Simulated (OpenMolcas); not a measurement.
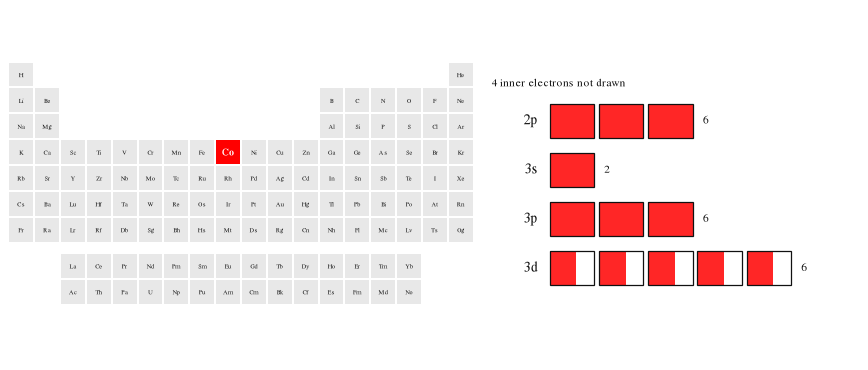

Left, the place of cobalt in the periodic table; right, the outer shells of the leading configuration of the lowest level: a box for each of the 2l + 1 orbitals, shaded by the share of the shell that is filled, with the electron count at the right.

Multiconfigurational calculation: Co³⁺ complex (part 1 of 2)

System: Co³⁺ with 6 ligands (Br; octahedron, 2.52 Å), neutralised by 6 outer point charges of +0.5 e, whose field is part of the energies.
Method: state-averaged CASSCF, active space 6 electrons in the shell 3d, basis ANO-RCC-VDZP on the metal and ANO-RCC-VDZP on the ligands, DKH2 scalar Hamiltonian, spin-orbit coupling by RASSI with atomic mean-field integrals (OpenMolcas).

## Input file
```
&GATEWAY
Coord
7

Co 0.0 0.0 0.0
Br 2.520000 0.000000 0.000000
Br 0.000000 2.520000 0.000000
Br -2.520000 0.000000 0.000000
Br 0.000000 -2.520000 0.000000
Br 0.000000 0.000000 2.520000
Br 0.000000 0.000000 -2.520000
Basis=Co.ANO-RCC-VDZP,Br.ANO-RCC-VDZP
Group=XYZ
NoMove
AngMom=0.0 0.0 0.0
AMFI
RICD
XField
3 Angstrom 0
5.120000 0.000000 0.000000 0.500000
0.000000 5.120000 0.000000 0.500000
0.000000 0.000000 5.120000 0.500000
&SEWARD
&RASSCF
FileOrb=start.orb
Symmetry=1
Spin=5
nActEl=6 0 0
Inactive=57 60
Ras2=5 0
CIRoot=5 5 1
SDav=5
CIMx=300
Iter=150 100
PrWF=0.3
OrbListing=Nothing
MaxOrb=0
LevShft=1.0
>>> COPY $Project.JobIph JOB001
&RASSCF
FileOrb=start.orb
Symmetry=1
Spin=3
nActEl=6 0 0
Inactive=57 60
Ras2=5 0
CIRoot=45 45 1
SDav=45
CIMx=300
Iter=150 100
PrWF=0.3
OrbListing=Nothing
MaxOrb=0
LevShft=1.0
>>> COPY $Project.JobIph JOB002
&RASSCF
FileOrb=start.orb
Symmetry=1
Spin=1
nActEl=6 0 0
Inactive=57 60
Ras2=5 0
CIRoot=50 50 1
SDav=50
CIMx=300
Iter=150 100
PrWF=0.3
OrbListing=Nothing
MaxOrb=0
LevShft=1.0
>>> COPY $Project.JobIph JOB003
&RASSI
NrOfJobIphs=3 5 45 50
1 2 3 4 5
1 2 3 4 5 6 7 8 9 10 11 12 13 14 15 16 17 18 19 20 21 22 23 24 25 26 27
28 29 30 31 32 33 34 35 36 37 38 39 40 41 42 43 44 45
1 2 3 4 5 6 7 8 9 10 11 12 13 14 15 16 17 18 19 20 21 22 23 24 25 26 27
28 29 30 31 32 33 34 35 36 37 38 39 40 41 42 43 44 45 46 47 48 49 50
IphNames
JOB001
JOB002
JOB003
EJob
SpinOrbit
DIPRint=1.0
SOCoupling=1000.0
Subsets=2
Property=9
'ANGMOM' 1 'ANGMOM' 2 'ANGMOM' 3 'MLTPL  1' 1 'MLTPL  1' 2 'MLTPL  1' 3
'AMFI' 1 'AMFI' 2 'AMFI' 3
SOProperty=3
'ANGMOM' 1 'ANGMOM' 2 'ANGMOM' 3
```

The file start.orb holds starting orbitals from an earlier step. A driver script formed the levels outside the program, from RASSI's spin-orbit matrix and the active-space energies, averaged over the components of each term or state.

Hardware: 1 thread of Arm Neoverse V2, 24 GiB of memory available, shared host.

Command:
```bash
OMP_NUM_THREADS=1 MOLCAS_MEM=2457 MOLCAS_PROJECT=a pymolcas a.inp > a.log  # once for each step of the input, in one work folder
```

## Log (extracts)
```
--- SEWARD ---
Basis set label: CO.ANO-RCC...5S4P2D1F.

      Electronic valence basis set:
      ------------------
      Associated Effective Charge  27.000000 au
      Associated Actual Charge     27.000000 au
      Nuclear Model: Point charge

      Shell  nPrim  nBasis  Cartesian Spherical Contaminant
         s      21       5        X
         p      15       4        X
         d      10       2                 X
         f       6       1                 X
                  Relativistic Douglas-Kroll-Hess integrals:
                    - DKH order of Hamiltonian: 2
                    - DKH order of Properties : 0
                  Atomic mean-field integrals
--- RASSCF ---
Wave function specifications:
      -----------------------------

      Number of closed shell electrons         234
      Number of electrons in active shells       6
      Max number of holes in RAS1 space          0
      Max nr of electrons in RAS3 space          0
      Number of inactive orbitals              117
      Number of active orbitals                  5
      Number of secondary orbitals              74
      Spin quantum number                      2.0
      State symmetry                             1
Orbital specifications:
      -----------------------

      Symmetry species                           1   2
                                                ag  au
      Frozen orbitals                            0   0
      Inactive orbitals                         57  60
      Active orbitals                            5   0
      RAS1 orbitals                              0   0
      RAS2 orbitals                              5   0
      RAS3 orbitals                              0   0
      Secondary orbitals                        34  40
      Deleted orbitals                           0   0
      Number of basis functions                 96 100
      Number of CSFs                             5
      Number of root(s) required                 5
      Iter CI   SX   CI       RASSCF       Energy    max ROT     max BLB   max BLB  Level Ln srch  Step   QN
          iter iter root      energy       change     param      element    value   shift minimum  type update
 Nr of preliminary CI iterations:   1
      Total energies have been shifted. Add               -17000.00 au
        1   1   15    0   -18.02358969    0.00E+00  -8.48E-02   62  68 1  4.33E-01*  1.81   0.00    SX    NO
        2   1   15    0   -18.54133671   -5.18E-01* -6.30E-02   13  61 2  1.65E-01*  1.43   0.00    SX    NO
        3   1   15    0   -18.69195897   -1.51E-01* -5.11E-02   13  61 2  9.72E-02*  1.31   0.00    SX    NO
        4   1   15    0   -18.74765052   -5.57E-02* -3.54E-02   13  61 2  5.42E-02*  1.23   0.00    SX    NO
        5   1   15    0   -18.76875472   -2.11E-02* -4.16E-02   13  61 2  2.99E-02*  1.19   2.45    LS   YES
        6   1   14    0   -18.78005281   -1.13E-02* -1.73E-02   60  66 1 -1.72E-02*  1.14   1.24    QN   YES
        7   1   14    0   -18.78277910   -2.73E-03* -1.12E-02    6  73 2 -1.12E-02*  1.14   1.68    LS   YES
        8   1   14    0   -18.78330894   -5.30E-04* -5.11E-03    6  73 2 -1.40E-02*  1.14   1.05    QN   YES
        9   1   13    0   -18.78394058   -6.32E-04* -3.00E-03   10  61 2  3.41E-03*  1.13   1.60    LS   YES
       10   1   13    0   -18.78404313   -1.03E-04* -2.56E-03    6  73 2  1.05E-02*  1.13   1.02    QN   YES
       11   1   12    0   -18.78417222   -1.29E-04* -5.45E-03    5  72 2  2.64E-03*  1.14   1.65    QN   YES
       12   1   12    0   -18.78424385   -7.16E-05* -2.65E-03    6  73 2 -1.22E-03*  1.13   1.31    QN   YES
       13   1   11    0   -18.78426098   -1.71E-05* -1.61E-03    6  73 2 -1.26E-03*  1.13   1.61    LS   YES
       14   1   11    0   -18.78426384   -2.87E-06*  1.75E-04    6  73 2 -1.28E-03*  1.13   1.00    QN   YES
       15   1   10    0   -18.78426796   -4.12E-06*  1.52E-04    6  73 2 -3.88E-04*  1.13   1.87    LS   YES
       16   1    9    0   -18.78426908   -1.12E-06* -2.45E-04    4  71 2  3.89E-04*  1.13   0.99    QN   YES
       17   1    9    0   -18.78426959   -5.13E-07* -2.62E-04    4  71 2  1.99E-04*  1.13   2.07    LS   YES
       18   1    8    0   -18.78426978   -1.85E-07* -4.54E-05   52  94 1 -5.89E-05   1.13   1.00    QN   YES
       19   1    7    0   -18.78426983   -5.07E-08* -6.80E-05   10  63 1 -3.83E-05   1.13   2.50    LS   YES
       20   1    7    0   -18.78426986   -2.87E-08*  1.60E-05    1  71 2 -4.92E-05   1.13   1.01    QN   YES
       21   1    6    0   -18.78426987   -7.65E-09  -1.88E-05   13  71 2 -1.01E-05   1.13   1.85    QN   YES
      Convergence after 21 iterations
       22   1    6    0   -18.78426987   -2.87E-09  -1.88E-05    3  73 2  8.38E-06   1.13   1.85    QN   YES
      Natural orbitals and occupation numbers for root  1
      sym 1:   2.000000   1.000000   1.000000   1.000000   1.000000
      Natural orbitals and occupation numbers for root  2
      sym 1:   1.000000   1.000000   1.000000   2.000000   1.000000
      Natural orbitals and occupation numbers for root  3
      sym 1:   1.000000   2.000000   1.000000   1.000000   1.000000
::    RASSCF root number  1 Total energy: -17018.79656815
::    RASSCF root number  2 Total energy: -17018.79656815
::    RASSCF root number  3 Total energy: -17018.79656815
::    RASSCF root number  4 Total energy: -17018.76582244
::    RASSCF root number  5 Total energy: -17018.76582244
--- RASSCF ---
Wave function specifications:
      -----------------------------

      Number of closed shell electrons         234
      Number of electrons in active shells       6
      Max number of holes in RAS1 space          0
      Max nr of electrons in RAS3 space          0
      Number of inactive orbitals              117
      Number of active orbitals                  5
      Number of secondary orbitals              74
      Spin quantum number                      1.0
      State symmetry                             1
Orbital specifications:
      -----------------------

      Symmetry species                           1   2
                                                ag  au
      Frozen orbitals                            0   0
      Inactive orbitals                         57  60
      Active orbitals                            5   0
      RAS1 orbitals                              0   0
      RAS2 orbitals                              5   0
      RAS3 orbitals                              0   0
      Secondary orbitals                        34  40
      Deleted orbitals                           0   0
      Number of basis functions                 96 100
      Number of CSFs                            45
      Number of root(s) required                45
      Iter CI   SX   CI       RASSCF       Energy    max ROT     max BLB   max BLB  Level Ln srch  Step   QN
          iter iter root      energy       change     param      element    value   shift minimum  type update
 Nr of preliminary CI iterations:   1
      Total energies have been shifted. Add               -17000.00 au
        1   1    8    0   -18.62809213    0.00E+00  -1.46E-02   59  65 1 -2.28E-02*  1.16   0.00    SX    NO
        2   1    9    0   -18.63042617   -2.33E-03*  1.32E-02   50  62 1 -1.23E-02*  1.16   0.00    SX    NO
        3   1    9    0   -18.63164823   -1.22E-03* -9.52E-03   50  62 1 -8.86E-03*  1.15   0.00    SX    NO
        4   1    8    0   -18.63236568   -7.17E-04* -7.79E-03   50  62 1 -7.27E-03*  1.15   0.00    SX    NO
        5   1    8    0   -18.63280562   -4.40E-04* -1.12E-02   50  62 1 -5.67E-03*  1.14   2.50    LS   YES
        6   1    8    0   -18.63325451   -4.49E-04* -1.58E-02   49  63 1 -3.74E-03*  1.14   2.50    LS   YES
        7   1    8    0   -18.63351857   -2.64E-04* -2.37E-03   32  73 2  4.32E-03*  1.13   1.11    QN   YES
        8   1    8    0   -18.63356145   -4.29E-05*  1.87E-03   49  63 1 -2.30E-03*  1.13   1.21    QN   YES
        9   1    8    0   -18.63358288   -2.14E-05*  1.34E-03   49  63 1 -1.08E-03*  1.13   1.72    LS   YES
       10   1    7    0   -18.63358744   -4.56E-06*  8.43E-04   32  63 2  5.49E-04*  1.13   1.01    QN   YES
       11   1    7    0   -18.63359060   -3.16E-06*  4.30E-04   49  77 1 -2.64E-04*  1.13   1.51    LS   YES
       12   1    7    0   -18.63359100   -3.97E-07*  3.47E-04   59  65 1 -2.57E-04*  1.13   0.99    QN   YES
       13   1    7    0   -18.63359155   -5.58E-07*  4.54E-04   59  65 1 -1.47E-04*  1.13   2.31    LS   YES
       14   1    6    0   -18.63359181   -2.62E-07*  1.51E-04   32  63 2 -1.19E-04*  1.13   1.00    QN   YES
       15   1    6    0   -18.63359192   -1.04E-07*  2.26E-04   49  77 1  6.56E-05   1.13   2.50    LS   YES
       16   1    6    0   -18.63359196   -4.43E-08*  6.71E-05   49  63 1  9.85E-05   1.13   0.82    QN   YES
       17   1    6    0   -18.63359200   -3.46E-08*  1.01E-04   49  63 1  5.21E-05   1.13   2.50    LS   YES
       18   1    6    0   -18.63359200   -1.99E-09   5.16E-05   32  73 2  9.74E-05   1.13   0.54    QN   YES
      Convergence after 18 iterations
       19   1    6    0   -18.63359201   -1.50E-08*  5.16E-05   51  66 1  1.62E-05   1.13   0.54    QN   YES
      Natural orbitals and occupation numbers for root  1
      sym 1:   0.093276   1.898006   1.095543   1.882281   1.030894
      Natural orbitals and occupation numbers for root  2
      sym 1:   1.031185   1.898000   1.882519   1.095305   0.092991
      Natural orbitals and occupation numbers for root  3
      sym 1:   0.075826   1.081069   1.897687   1.896756   1.048663
::    RASSCF root number  1 Total energy: -17018.72223137
::    RASSCF root number  2 Total energy: -17018.72223137
::    RASSCF root number  3 Total energy: -17018.72223137
::    RASSCF root number  4 Total energy: -17018.70932432
::    RASSCF root number  5 Total energy: -17018.70932432
::    RASSCF root number  6 Total energy: -17018.70932432
::    RASSCF root number  7 Total energy: -17018.70123557
::    RASSCF root number  8 Total energy: -17018.70123557
::    RASSCF root number  9 Total energy: -17018.70123557
::    RASSCF root number 10 Total energy: -17018.68991290
::    RASSCF root number 11 Total energy: -17018.68991290
::    RASSCF root number 12 Total energy: -17018.68991289
::    RASSCF root number 13 Total energy: -17018.67631412
::    RASSCF root number 14 Total energy: -17018.67631412
::    RASSCF root number 15 Total energy: -17018.67631412
::    RASSCF root number 16 Total energy: -17018.67606216
::    RASSCF root number 17 Total energy: -17018.67606216
::    RASSCF root number 18 Total energy: -17018.65787160
::    RASSCF root number 19 Total energy: -17018.65787160
::    RASSCF root number 20 Total energy: -17018.65787160
::    RASSCF root number 21 Total energy: -17018.65769282
::    RASSCF root number 22 Total energy: -17018.65769282
::    RASSCF root number 23 Total energy: -17018.65272782
::    RASSCF root number 24 Total energy: -17018.65025502
::    RASSCF root number 25 Total energy: -17018.65025502
::    RASSCF root number 26 Total energy: -17018.65025502
::    RASSCF root number 27 Total energy: -17018.63463800
::    RASSCF root number 28 Total energy: -17018.63011623
::    RASSCF root number 29 Total energy: -17018.63011623
::    RASSCF root number 30 Total energy: -17018.63011623
--- RASSCF ---
Wave function specifications:
      -----------------------------

      Number of closed shell electrons         234
      Number of electrons in active shells       6
      Max number of holes in RAS1 space          0
      Max nr of electrons in RAS3 space          0
      Number of inactive orbitals              117
      Number of active orbitals                  5
      Number of secondary orbitals              74
      Spin quantum number                      0.0
      State symmetry                             1
Orbital specifications:
      -----------------------

      Symmetry species                           1   2
                                                ag  au
      Frozen orbitals                            0   0
      Inactive orbitals                         57  60
      Active orbitals                            5   0
      RAS1 orbitals                              0   0
      RAS2 orbitals                              5   0
      RAS3 orbitals                              0   0
      Secondary orbitals                        34  40
      Deleted orbitals                           0   0
      Number of basis functions                 96 100
      Number of CSFs                            50
      Number of root(s) required                50
      Iter CI   SX   CI       RASSCF       Energy    max ROT     max BLB   max BLB  Level Ln srch  Step   QN
          iter iter root      energy       change     param      element    value   shift minimum  type update
 Nr of preliminary CI iterations:   1
      Total energies have been shifted. Add               -17000.00 au
        1   1    8    0   -18.56115730    0.00E+00   5.19E-03   60  65 1  9.75E-03*  1.13   0.00    SX    NO
        2   1    8    0   -18.56181617   -6.59E-04* -4.43E-03   60  65 1  4.63E-03*  1.12   0.00    SX    NO
        3   1    8    0   -18.56217291   -3.57E-04* -3.10E-03   60  65 1  3.75E-03*  1.12   0.00    SX    NO
        4   1    8    0   -18.56238589   -2.13E-04* -2.51E-03   51  58 1  2.35E-03*  1.12   0.00    SX    NO
        5   1    8    0   -18.56251816   -1.32E-04* -3.67E-03   49  63 1 -2.17E-03*  1.11   2.50    LS   YES
        6   1    8    0   -18.56265638   -1.38E-04* -5.32E-03   49  63 1 -2.16E-03*  1.11   2.50    LS   YES
        7   1    8    0   -18.56273891   -8.25E-05* -8.01E-04   49  63 1 -2.18E-03*  1.11   1.09    QN   YES
        8   1    7    0   -18.56275069   -1.18E-05* -7.89E-04   49  63 1 -1.24E-03*  1.11   1.22    QN   YES
        9   1    7    0   -18.56275730   -6.61E-06* -5.19E-04   49  63 1 -5.41E-04*  1.11   1.66    LS   YES
       10   1    7    0   -18.56275852   -1.22E-06*  3.89E-04   31  73 2 -3.20E-04*  1.11   0.99    QN   YES
       11   1    7    0   -18.56275940   -8.82E-07*  2.28E-04   49  77 1 -1.41E-04*  1.11   1.59    LS   YES
       12   1    7    0   -18.56275952   -1.22E-07* -1.37E-04   60  65 1  1.11E-04*  1.11   0.93    QN   YES
       13   1    6    0   -18.56275971   -1.94E-07* -2.03E-04   46  63 1 -5.84E-05   1.11   2.48    LS   YES
       14   1    6    0   -18.56275981   -9.50E-08* -8.83E-05   31  63 2 -5.54E-05   1.11   0.91    QN   YES
       15   1    6    0   -18.56275985   -4.30E-08* -1.20E-04   49  77 1  4.22E-05   1.11   2.36    LS   YES
       16   1    5    0   -18.56275987   -1.94E-08*  5.41E-05   49  63 1  5.16E-05   1.11   0.94    QN   YES
       17   1    5    0   -18.56275989   -1.53E-08*  4.97E-05   49  63 1  3.07E-05   1.11   1.78    QN   YES
       18   1    5    0   -18.56275989   -6.53E-09  -1.12E-05   58  61 2  8.22E-06   1.11   1.28    QN   YES
      Convergence after 18 iterations
       19   1    5    0   -18.56275989   -2.66E-10  -1.12E-05   58  61 2  5.71E-06   1.11   1.28    QN   YES
      Natural orbitals and occupation numbers for root  1
      sym 1:   0.090151   1.939899   1.939899   1.939899   0.090151
      Natural orbitals and occupation numbers for root  2
      sym 1:   1.001322   1.968918   1.967538   1.007715   0.054507
      Natural orbitals and occupation numbers for root  3
      sym 1:   0.054705   1.007918   1.967352   1.968904   1.001122
::    RASSCF root number  1 Total energy: -17018.68198357
::    RASSCF root number  2 Total energy: -17018.67560705
::    RASSCF root number  3 Total energy: -17018.67560705
::    RASSCF root number  4 Total energy: -17018.67560705
::    RASSCF root number  5 Total energy: -17018.65824763
::    RASSCF root number  6 Total energy: -17018.65824763
::    RASSCF root number  7 Total energy: -17018.65824763
::    RASSCF root number  8 Total energy: -17018.64786317
::    RASSCF root number  9 Total energy: -17018.64786317
::    RASSCF root number 10 Total energy: -17018.63993126
::    RASSCF root number 11 Total energy: -17018.63661860
::    RASSCF root number 12 Total energy: -17018.63661860
::    RASSCF root number 13 Total energy: -17018.63661860
::    RASSCF root number 14 Total energy: -17018.62893049
::    RASSCF root number 15 Total energy: -17018.62893049
::    RASSCF root number 16 Total energy: -17018.62893049
::    RASSCF root number 17 Total energy: -17018.62799204
::    RASSCF root number 18 Total energy: -17018.60812380
::    RASSCF root number 19 Total energy: -17018.60812380
::    RASSCF root number 20 Total energy: -17018.60396376
::    RASSCF root number 21 Total energy: -17018.60396376
::    RASSCF root number 22 Total energy: -17018.60396376
::    RASSCF root number 23 Total energy: -17018.60119899
::    RASSCF root number 24 Total energy: -17018.60119899
::    RASSCF root number 25 Total energy: -17018.60119899
::    RASSCF root number 26 Total energy: -17018.58629877
::    RASSCF root number 27 Total energy: -17018.57020356
::    RASSCF root number 28 Total energy: -17018.56457376
::    RASSCF root number 29 Total energy: -17018.56457376
::    RASSCF root number 30 Total energy: -17018.56048531
```

(Continued in part 2.) Outcome of the run: converged.
